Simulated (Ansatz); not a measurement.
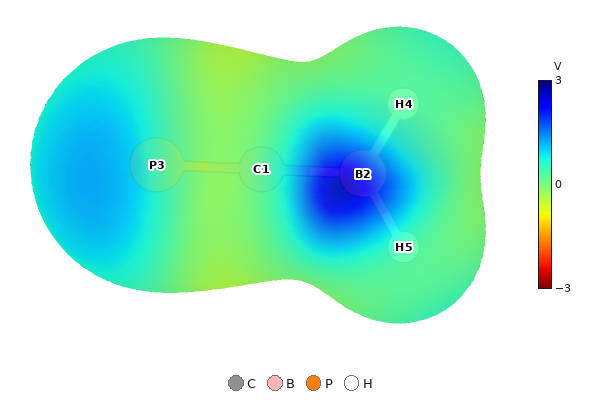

CH₂BP (SMILES BC#P). The electrostatic potential painted on the density surface at 0.004 e/bohr³, seen at a tilt; the colour scale runs from red (negative) to blue (positive).

Geometry: B3LYP-D3(BJ)/def2-SVP.

Method: isolated molecule in a Gaussian basis; Kohn-Sham density functional theory, functional PBE0 (Ansatz).

Input

```
crystal:
  periodic: [false, false, false]
  atoms:
    - {symbol: C, position_ang: [-1.032945, 0.288205, -0.956331]}
    - {symbol: B, position_ang: [-0.151906, 0.573728, 0.230902]}
    - {symbol: P, position_ang: [-1.945757, -0.007961, -2.186248]}
    - {symbol: H, position_ang: [-0.635589, 0.692003, 1.329908]}
    - {symbol: H, position_ang: [1.040897, 0.685225, 0.087608]}
basis:
  gaussian:
    orbitals: def2-TZVPD
hamiltonian:
  xc: pbe0
output: {forces: true, orbitals: {seedname: orbitals}}
```

Launched as:

```sh
ansatz run input.yaml --threads 1 --pin off --max-ram 2610MiB --events-out events.jsonl --progress --plain --runs-dir runs
```

Which sites attract a positive test charge, and which a negative one?

Answer. A positive charge is drawn to the negative regions and a negative charge to the positive ones. The most negative region (about −0.4 V) lies over C1 and P3, the most positive (about +2.5 V) over B2.
